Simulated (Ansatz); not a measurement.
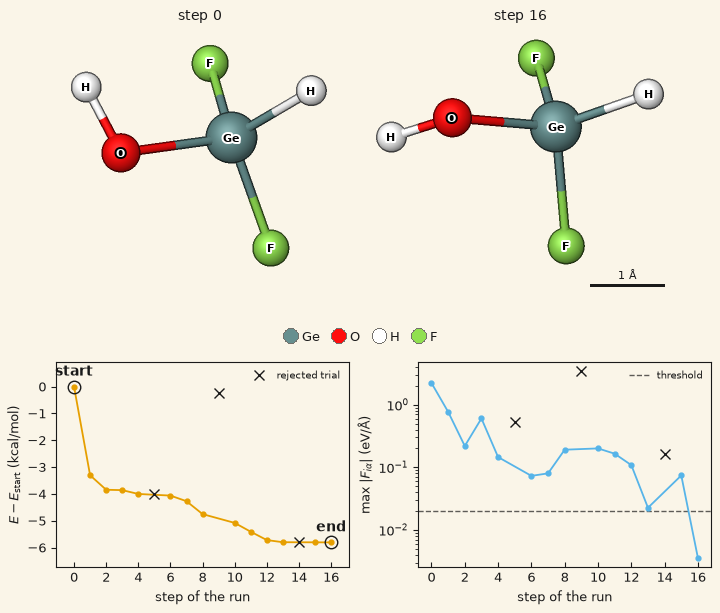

First and last geometry of a relaxation of GeH2OF2, with the history of the run. A ball-and-stick model, seen at a tilt.

The run prepares the start of a later molecular dynamics calculation, from a guessed geometry.

These are results of Ansatz 0.2.0, RKS PBE0/def2-SVP, not measurements. Set-up: no spin polarisation; force threshold 0.02 eV/Å; at most 40 steps.

Question: What do the curves and the structures tell?

Answer: It converged. The largest move after the best rigid fit is that of an H atom, 0.77 Å. By element the largest moves are H 0.77 Å, O 0.54 Å, F 0.34 Å, Ge 0.19 Å. Near-neighbour distances that change, for instance: H–O 1.010 → 0.965 Å, F–Ge 1.680 → 1.725 Å, Ge–H 1.549 → 1.517 Å, Ge–O 1.770 → 1.743 Å. Among the angles between lasting bonds that change: F–Ge–F 109.5° → 103.4°, Ge–O–H 109.5° → 114.1°, F–Ge–H 109.5° → 111.6°. Groups turn about Ge–O by about 100°. Over 13 accepted moves (16 points after the start) the energy falls by 5.81 kcal/mol. The largest force component goes from 2.2 to 0.0035 eV/Å. The line search rejected the trial steps at points 5, 9, 14 of the run.
